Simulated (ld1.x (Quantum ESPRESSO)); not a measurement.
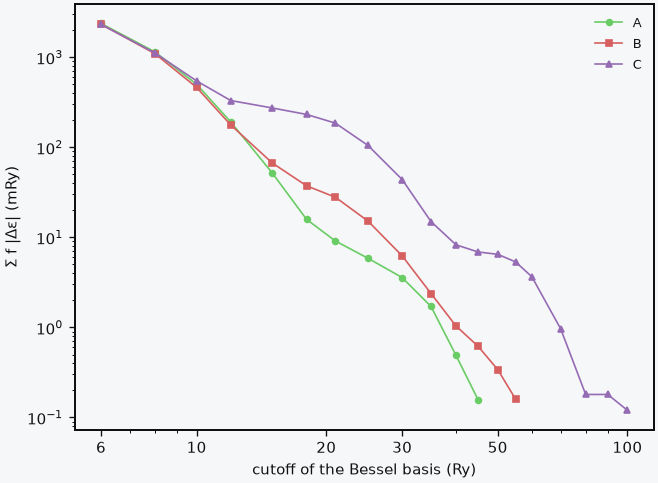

The occupation-weighted error of the valence levels in a spherical-Bessel basis for 3 variants of one potential.

Base settings:

Input of ld1.x (Quantum ESPRESSO) 7.5:

```
 &input
   title='Ho', zed=67., rel=1, dft='PBE', iswitch=3,
   config='[Xe] 4f10 5d1 6s1.75 6p0.25',
   nld=3, rlderiv=2.90, eminld=-6.0, emaxld=5.0, deld=0.02
 /
 &inputp
   pseudotype=2, tm=.true., lloc=-1, rcloc=2.00,
   nlcc=.true., rcore=1.20,
   file_pseudopw='Ho.UPF', file_wfcaegen='ae.wfc', file_wfcncgen='nc.wfc', file_beta='beta', file_chi='chi'
 /
3
5S  1  0   2.00   0.00  2.15  2.15  0.0
5P  2  1   6.00   0.00  2.55  2.55  0.0
5D  3  2   1.00   0.00  2.65  2.65  0.0
 &test
   configts(1)='5s2 5p6 5d1 6s1.75 6p0.25'
 /
```

Command:
```bash
ld1.x < Ho.in > Ho.out
```

Functional and relativity: PBE, scalar-relativistic.

### The variants differ in the radius of the p channel: 1.74 bohr, 2.06 bohr, 2.28 bohr. Which curve belongs to which value?

A: 2.28 bohr; B: 2.06 bohr; C: 1.74 bohr.
